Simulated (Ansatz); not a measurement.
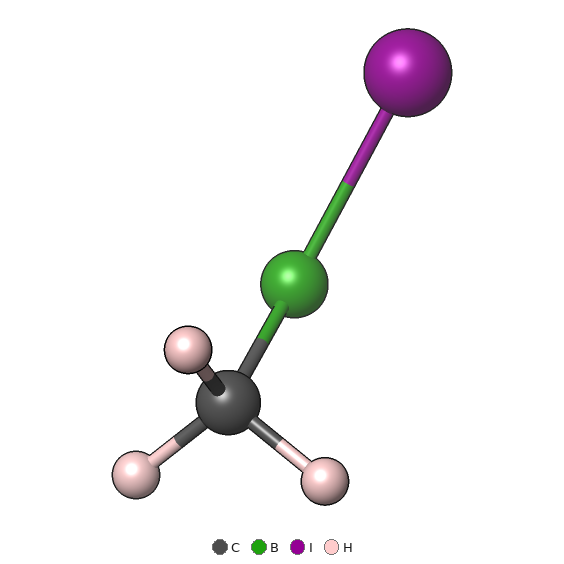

Every bond is drawn as one stick, whatever its order.

The species is neutral and a spin doublet. The computed structure is the end point of a PBE0-D4/def2-TZVP optimisation.

Describe the molecule.

It has 6 atoms: 1 carbon, 3 hydrogen, 1 boron and 1 iodine (CH3BI). As SMILES it reads `C[B]I`. It has no ring. This geometry has C1 symmetry. It is an open-shell species. Coordination: 1 C tetrahedral; 1 B bent.

More results for the same structure follow; atom numbers are the same in all pictures, views and colours differ.

**Geometry**

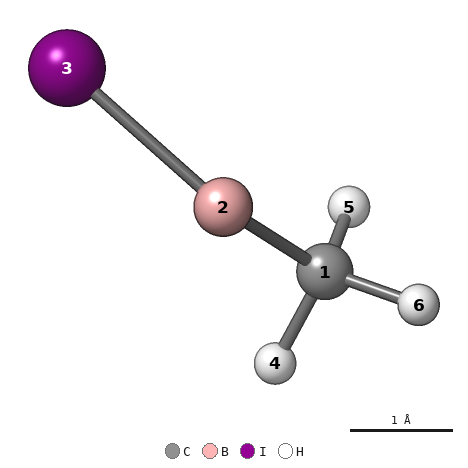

Numbered structure.

What are the angles B2–C1–H4, B2–C1–H5, B2–C1–H6, H4–C1–H5, H4–C1–H6, H5–C1–H6, C1–B2–I3?

```csv
angle,degrees
B2–C1–H4,106.2
B2–C1–H5,113.8
B2–C1–H6,112.7
H4–C1–H5,107.1
H4–C1–H6,106.7
H5–C1–H6,109.8
C1–B2–I3,127.4
```

**Levels of theory compared**

Program: Ansatz 0.2.0.

Compare dipole (D) at these levels: B3LYP-D4/def2-TZVPP; PBE-D4/def2-TZVPP; PBE0-D4/def2-TZVP; r2SCAN-D4/def2-TZVPP; ωB97M-V/def2-TZVPP.

```tsv
level	dipole (D)
B3LYP-D4/def2-TZVPP	1.39
PBE-D4/def2-TZVPP	1.38
PBE0-D4/def2-TZVP	1.45
r2SCAN-D4/def2-TZVPP	1.47
ωB97M-V/def2-TZVPP	1.45
```

**Charges**

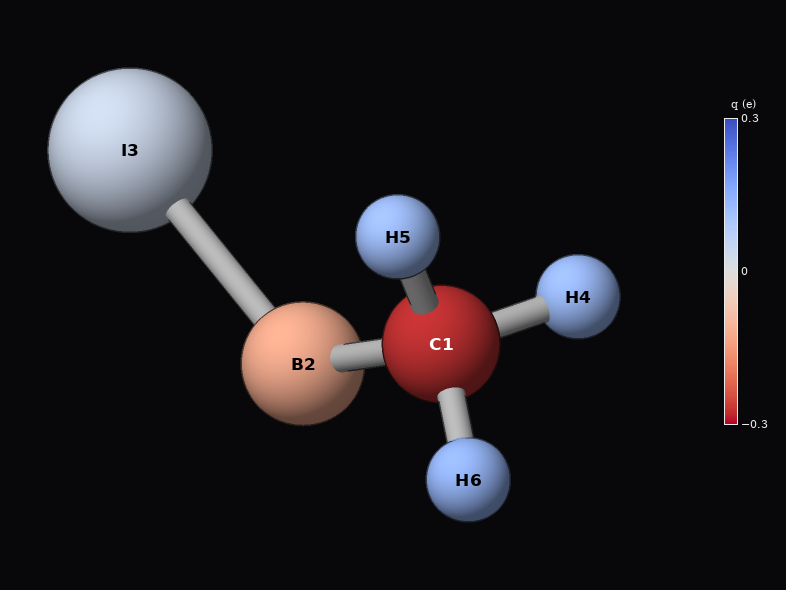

Atoms are coloured by their Mulliken charges. Method: UKS PBE-D4/def2-TZVPP, core potentials on I (Ansatz 0.2.0).

Give the Mulliken charges atom by atom.

```
atom  value (e)
  C1      −0.27
  B2      −0.12
  I3       0.03
  H4       0.12
  H5       0.11
  H6       0.13
```

**Thermal motion**

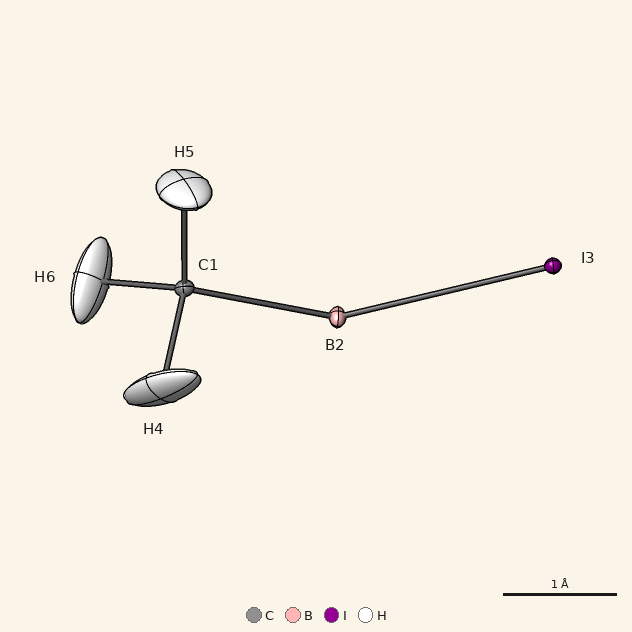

Displacement ellipsoids at the 50 % level, from the internal vibrations of the free molecule (harmonic, no overall translation or rotation; no half-axis is drawn under 0.075 Å). Vibrations computed with UKS PBE0-D4/def2-TZVP, core potentials on I (Ansatz 0.2.0). Temperature: 0 K (zero-point motion alone).

Which atom has the largest mean-square displacement?

Answer. H4, with U_eq = 0.0343 Å².

Does H4 move more along its bond or across it?

Answer. Across it: the root-mean-square amplitude is 0.075 Å along the bond and up to 0.283 Å across, since bending and torsion are softer than stretching.

List U_eq and the three principal root-mean-square amplitudes for each kind of atom.

| atom | U_eq (Å²) | rms amplitudes (Å) |
| --- | --- | --- |
| C1 | 0.0014 | 0.023, 0.027, 0.056 |
| B2 | 0.0033 | 0.044, 0.053, 0.072 |
| I3 | 0.00003 | 0.002, 0.004, 0.009 |
| H4 | 0.0343 | 0.073, 0.132, 0.283 |
| H5 | 0.0224 | 0.074, 0.152, 0.196 |
| H6 | 0.0307 | 0.085, 0.131, 0.260 |

Mulliken values depend strongly on the basis set and can even reverse the polarity of a bond.
